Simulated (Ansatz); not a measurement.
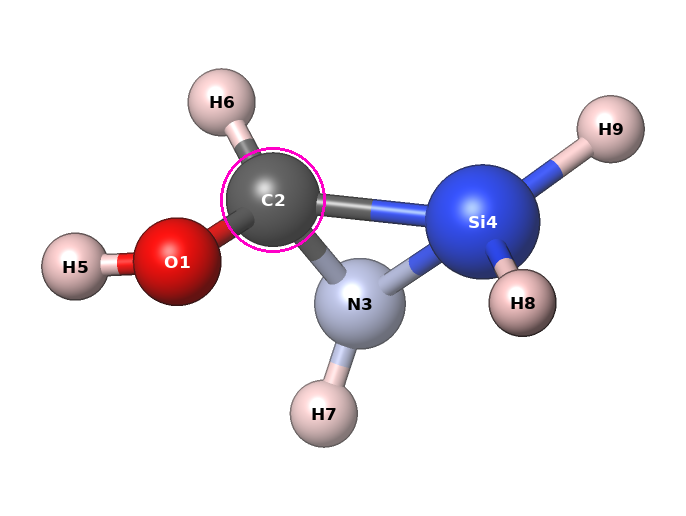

Atoms fade into the background with distance from the viewer. Circles mark the stereogenic atoms. The geometry was computed by an optimisation with PBE-D4/def2-SVP. No frequency run is at hand to confirm it as a minimum.

**Assign CIP descriptors.**

C2: S (priorities Si4 > O1 > N3 > H6).

**Write the isomeric SMILES.**

O[C@@H]1N[SiH2]1
